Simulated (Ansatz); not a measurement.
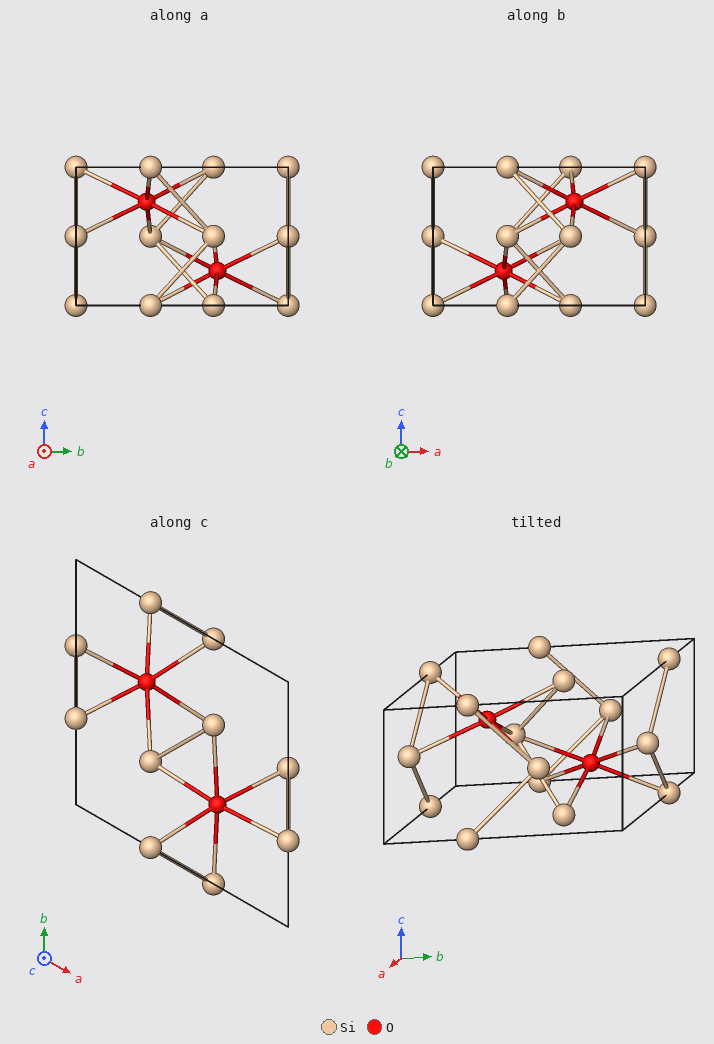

The crystal in a ball-and-stick representation, seen along the a axis, along the b axis, along the c axis and slightly off an axis. Lines trace the edges of the conventional unit cell.

Lattice parameters: a = 6.141 Å, b = 6.141 Å, c = 3.468 Å, α = 90.00°, β = 90.00°, γ = 120.00°. Put a along x and b in the xy plane.

**Set out the cell and atoms as a POSCAR file, with free fractional coordinates to two decimals.**

```
Si O
1.0
     6.141    0.000    0.000
    -3.070    5.318    0.000
     0.000    0.000    3.468
Si O
6 2
Direct
  0.35 0.00 0.00
  0.35 0.35 0.50
  0.00 0.35 0.00
  0.65 0.00 0.50
  0.65 0.65 0.00
  0.00 0.65 0.50
  0.3333 0.6667 0.25
  0.6667 0.3333 0.75
```

The structure comes from a structure type filled with these elements by a generator (whether the compound takes this form wasn't checked). Earlier steps of the study, as a rule a relaxation of our own, may have changed the cell and positions, so they can lie some per cent off the listed ones. A calculation with Ansatz used it as input.
